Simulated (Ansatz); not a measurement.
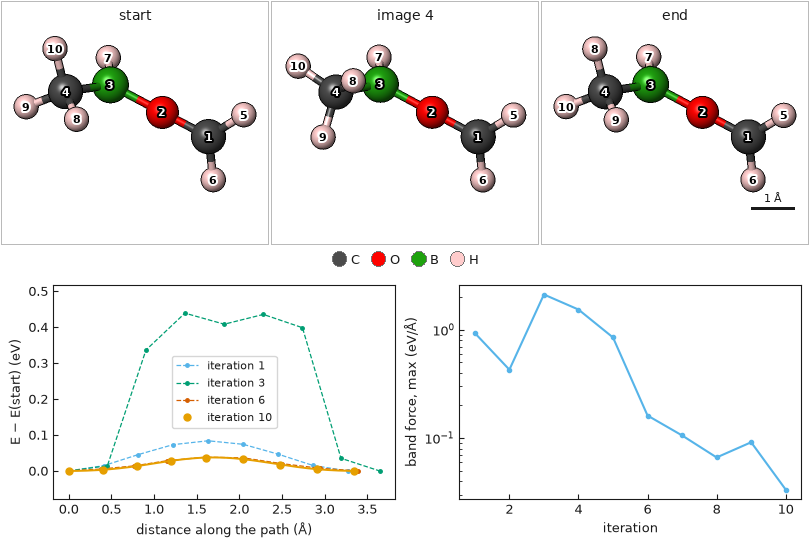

A nudged-elastic-band calculation for C2H6BO (charge +1). Images are numbered from 0 (start) to 8 (end). The plot follows the band through its iterations. The picture is a ball-and-stick view, seen from a free direction.

The calculation used RKS PBE-D4/def2-SVP in Ansatz 0.2.0.

The input:
```yaml
crystal:
  periodic: [false, false, false]
  atoms:
    - { symbol: C, position_ang: [-1.147906, 1.708193, 0.381441] }
    - { symbol: O, position_ang: [-0.239351, 0.884888, 0.198886] }
    - { symbol: B, position_ang: [0.796618, -0.039524, -0.006261] }
    - { symbol: C, position_ang: [0.462927, -1.507301, -0.335196] }
    - { symbol: H, position_ang: [-1.541812, 2.277701, -0.488036] }
    - { symbol: H, position_ang: [-1.542111, 1.856576, 1.410061] }
    - { symbol: H, position_ang: [1.881662, 0.487967, 0.110912] }
    - { symbol: H, position_ang: [-0.609227, -1.770919, -0.378507] }
    - { symbol: H, position_ang: [0.98502, -2.147262, 0.412188] }
    - { symbol: H, position_ang: [0.954169, -1.750316, -1.305485] }
total_charge: 1
basis:
  gaussian: { orbitals: def2-SVP }
hamiltonian:
  xc: pbe
  dispersion: d4
neb:
  order_check: false
  images: 7
  f_tol: 0.05
  max_iterations: 60
  initial_path: idpp
  final_atoms:
    - { symbol: C, position_ang: [-1.11594632, 1.68005445, 0.56069738] }
    - { symbol: O, position_ang: [-0.24507297, 0.89034371, 0.16742372] }
    - { symbol: B, position_ang: [0.74778026, 0.00325218, -0.27813917] }
    - { symbol: C, position_ang: [0.47011623, -1.51217093, -0.30313622] }
    - { symbol: H, position_ang: [-1.83448332, 2.10040693, -0.17585721] }
    - { symbol: H, position_ang: [-1.15298908, 1.94844225, 1.63869683] }
    - { symbol: H, position_ang: [1.75092985, 0.60017339, -0.60399633] }
    - { symbol: H, position_ang: [0.63154083, -1.8628793, -1.34837177] }
    - { symbol: H, position_ang: [-0.52352174, -1.83654692, 0.05480046] }
    - { symbol: H, position_ang: [1.27163527, -2.01107276, 0.2878853] }
```

Launched with:
```bash
ansatz run input.yaml --threads 1 --pin off --max-ram 2048MiB --backend cpu --events-out ev --progress --plain --runs-dir out
```

> How did the profile develop, and is the result final?

The run is converged, with reservations. The band converged in 10 iterations. The largest component of the band force went from 0.93 to 0.033 eV/Å. The climbing image converged on the top of the path. Its vibrational analysis gives 2 imaginary modes over 30i cm⁻¹, so it isn't confirmed as a transition state. The first iteration put the highest image at 0.084 eV. The two ends have the same energy, and the highest point, image 4, lies 0.037 eV above the start.

The run took 2.1 min on 1 thread of Arm Neoverse V2, on a shared host, peak memory 0.25 GiB.
